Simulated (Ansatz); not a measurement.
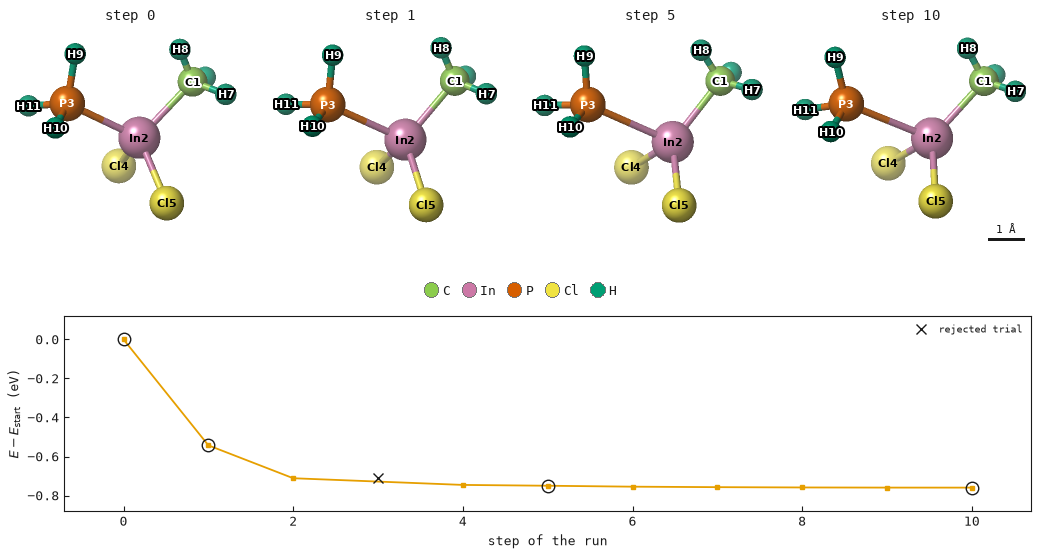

Frames of a relaxation of CH$_{6}$Cl$_{2}$InP (coarse preliminary run), marked on the history of the run. Style: ball-and-stick. Shown at a tilt.

The start comes from a force field.

Computed with RKS PBE-D4/def2-SVP in Ansatz 0.2.0.

Input file:
```yaml
crystal:
  periodic: [false, false, false]
  atoms:
    - {symbol: C, position_ang: [-1.732600, 0.201700, 0.744500]}
    - {symbol: In, position_ang: [-0.232300, 0.231500, -0.813800]}
    - {symbol: P, position_ang: [1.884700, -0.508900, 0.174300]}
    - {symbol: Cl, position_ang: [-0.780500, -1.252900, -2.559300]}
    - {symbol: Cl, position_ang: [0.029800, 2.423300, -1.716400]}
    - {symbol: H, position_ang: [-2.596600, -0.431200, 0.440700]}
    - {symbol: H, position_ang: [-2.160700, 1.275400, 0.843100]}
    - {symbol: H, position_ang: [-1.303500, -0.063400, 1.690900]}
    - {symbol: H, position_ang: [1.727400, -0.764400, 1.598000]}
    - {symbol: H, position_ang: [2.881700, 0.507900, 0.063700]}
    - {symbol: H, position_ang: [2.348000, -1.675900, -0.445200]}
basis:
  gaussian: {orbitals: def2-SVP}
hamiltonian: {xc: pbe, dispersion: d4}
relax: {f_tol: 0.03, max_steps: 200}
```

Launched with:
```bash
ansatz run in.yaml --threads 4 --pin off --events-out ev --progress --plain --max-ram 11315MiB
```

**What happens along the run?**

After 9 accepted moves (10 points after the start) the energy has fallen by 0.760 eV. The largest force component goes from 2.2 to 0.01 eV/Å. The line search rejected the trial step at point 3 of the run. The atom that moves furthest after the best rigid fit is H9 (0.60 Å). Largest moves by element: H 0.60 Å, In 0.38 Å, Cl 0.36 Å, C 0.33 Å, P 0.04 Å. Near-neighbour distances that change, for instance: In2–P3 2.451 → 2.844 Å, C1–H7 1.160 → 1.106 Å, In2–Cl4 2.356 → 2.395 Å, C1–H8 1.072 → 1.107 Å. Among the angles between lasting bonds that change: In2–P3–H9 110.7° → 130.2°, P3–In2–Cl5 109.6° → 90.3°, P3–In2–Cl4 108.0° → 90.1°. Cost: 21 s on 4 threads of Arm Neoverse V1, with other jobs on the host. From step 0 to 1: In2 moves most (0.19 Å), energy −0.543 eV. From step 1 to 5: H9 moves most (0.25 Å), energy −0.207 eV. From step 5 to 10: H9 moves most (0.28 Å), energy −0.010 eV.

| step | E − E(0), eV | largest force component, eV/Å | note |
| --- | --- | --- | --- |
| 0 | 0.0000 | 2.2035 |  |
| 1 | -0.5429 | 0.6892 |  |
| 2 | -0.7114 | 0.4742 |  |
| 3 | -0.7089 | 0.3809 | rejected |
| 4 | -0.7457 | 0.0486 |  |
| 5 | -0.7499 | 0.0512 |  |
| 6 | -0.7547 | 0.1460 |  |
| 7 | -0.7572 | 0.1467 |  |
| 8 | -0.7587 | 0.1117 |  |
| 9 | -0.7594 | 0.0342 |  |
| 10 | -0.7595 | 0.0105 |  |
